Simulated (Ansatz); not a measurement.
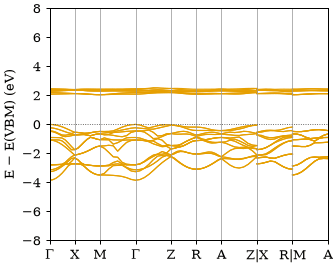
Figure: Band structure from DFT-PBEsol with spin–orbit coupling in the program Ansatz with PAW potentials

### Question
Read off the gap and where the band edges lie.

### Answer
About 2.1 eV (2.05 eV by a search for the band edges); maximum at Γ, minimum at M.

The material is CeO2 (rutile, space group No. 136).

Space group P4_2/mnm (rutile). The first step of the workflow began from a Materials Project structure, measured or hypothetical; the Crystallography Open Database copy checked does not list it. It is not the phase usual at ambient conditions (space group No. 225). The PBEsol relaxation kept the symmetry of its start; whether a distortion lowers the energy is not shown. The run is not spin-polarised. The 4f shell is in the valence. No Hubbard U is applied.

Potentials: the later of the program's two PAW sets.
